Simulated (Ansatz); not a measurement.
# Current against voltage: bond stretched by 1.5 Å, between Al atomic chains

Is the junction ohmic, and where does the voltage drop?

Program: Ansatz 0.2.0. Level of theory: DFT PBE, plane waves, PAW; current against voltage, self-consistent under bias. Results are calculated unless marked as measured.

### 1. Set-up

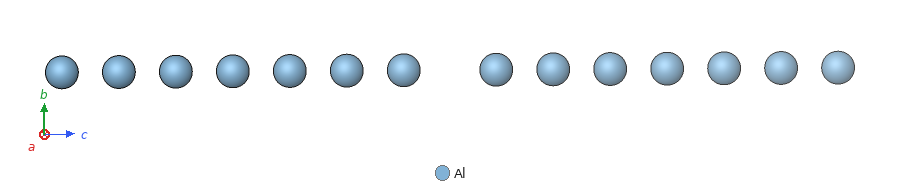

The starting structure, seen in part (aluminium light blue). Drawn is a stretch of 33 Å of the 81 Å that the atoms span along c, seen along the normal of the bc plane.

The cell holds 34 atoms: 34 Al. Cell: a = 6.000 Å, b = 6.000 Å, c = 95.030 Å, α = 90.0°, β = 90.0°, γ = 90.0°. Electrodes: Al atomic chain; the apex atoms were set 3.910 Å apart. Regions: lower lead, 17 atoms (17 Al); upper lead, 17 atoms (17 Al). Vacuum lies along a, b and c.

### 2. Current against voltage

Vacuum beyond both ends lets the two leads hold different Fermi levels, and the density is solved anew at each bias. Each lead has 17 atoms, since a wire screens slowly.

Input file input.yaml:

```yaml
crystal:
  lattice:
    - [6.0, 0.0, 0.0]
    - [0.0, 6.0, 0.0]
    - [0.0, 0.0, 95.03]
  atoms:
    - { symbol: Al, position: [0.5, 0.5, 0.0] }
    - { symbol: Al, position: [0.5, 0.5, 0.025360413] }
    - { symbol: Al, position: [0.5, 0.5, 0.050720825] }
    - { symbol: Al, position: [0.5, 0.5, 0.076081238] }
    - { symbol: Al, position: [0.5, 0.5, 0.10144165] }
    - { symbol: Al, position: [0.5, 0.5, 0.126802063] }
    - { symbol: Al, position: [0.5, 0.5, 0.152162475] }
    - { symbol: Al, position: [0.5, 0.5, 0.177522888] }
    - { symbol: Al, position: [0.5, 0.5, 0.2028833] }
    - { symbol: Al, position: [0.5, 0.5, 0.228243713] }
    - { symbol: Al, position: [0.5, 0.5, 0.253604125] }
    - { symbol: Al, position: [0.5, 0.5, 0.278964538] }
    - { symbol: Al, position: [0.5, 0.5, 0.30432495] }
    - { symbol: Al, position: [0.5, 0.5, 0.329685363] }
    - { symbol: Al, position: [0.5, 0.5, 0.355045775] }
    - { symbol: Al, position: [0.5, 0.5, 0.380406188] }
    - { symbol: Al, position: [0.5, 0.5, 0.4057666] }
    - { symbol: Al, position: [0.5, 0.5, 0.446911502] }
    - { symbol: Al, position: [0.5, 0.5, 0.472271914] }
    - { symbol: Al, position: [0.5, 0.5, 0.497632327] }
    - { symbol: Al, position: [0.5, 0.5, 0.522992739] }
    - { symbol: Al, position: [0.5, 0.5, 0.548353152] }
    - { symbol: Al, position: [0.5, 0.5, 0.573713564] }
    - { symbol: Al, position: [0.5, 0.5, 0.599073977] }
    - { symbol: Al, position: [0.5, 0.5, 0.624434389] }
    - { symbol: Al, position: [0.5, 0.5, 0.649794802] }
    - { symbol: Al, position: [0.5, 0.5, 0.675155214] }
    - { symbol: Al, position: [0.5, 0.5, 0.700515627] }
    - { symbol: Al, position: [0.5, 0.5, 0.725876039] }
    - { symbol: Al, position: [0.5, 0.5, 0.751236452] }
    - { symbol: Al, position: [0.5, 0.5, 0.776596864] }
    - { symbol: Al, position: [0.5, 0.5, 0.801957277] }
    - { symbol: Al, position: [0.5, 0.5, 0.827317689] }
    - { symbol: Al, position: [0.5, 0.5, 0.852678102] }
kpoints:
  mp_grid: { grid: [1, 1, 1] }
scf:
  occupations: { method: fermi_dirac, width: 0.1 }
hamiltonian:
  xc: pbe
output:
  current_voltage:
    leads: [[10, 11], [22, 23]]
    bias: [0.3, 0.6, 1.0, 1.5]
    electrode_ends: [16, 17]
    kmesh: [1, 1]
  write_potential: true
  write_density: true
  volumetric_format: npy
basis:
  ecutwfc: "340 eV"
```

Run with:

```sh
$ ansatz run input.yaml --threads 4 --pin off --max-ram 16384MiB --backend cpu --events-out ev --progress --plain --runs-dir out
```

**Question.** What will these runs give for the conductance at zero bias and current at +1.5 V?

The junction conducts 0.173 G₀ at zero bias and carries 5.52 μA at 1.50 V. At 1.50 V the current is 0.28 times what the zero-bias conductance would give; over all biases of the sweep that ratio lies between 0.26 and 0.53. Of the 1.50 V, 1.49 V drops at the junction. By +0.6 V a band edge of a lead has entered the bias window, and at +1.5 V 73 % of the window has no channel on one side; narrow lead bands can shape the curve there.

| Item | Value |
| --- | --- |
| conductance at zero bias | 0.173 G₀ |
| current at +0.3 V | 2.13 μA |
| current at +0.6 V | 2.95 μA |
| current at +1 V | 3.41 μA |
| current at +1.5 V | 5.52 μA |

A wire screens slowly, so the current depends on the leads' length and the box width; neither was converged here. Transport is coherent and elastic here: the atoms are frozen, so scattering by vibrations plays no part. A cutoff under the files' recommended one was taken to save time; its effect on T(E) was not tested here.

[Logs are printed without paths, hosts, clocks, repeated set-up lines and the standing remarks that a program may print on its own settings, such as how far it seeks lower states.]

[Hosts, paths, dates, database ids (printed as entryN), source tags and the programs' standing remarks are cut or masked in the printed files.]
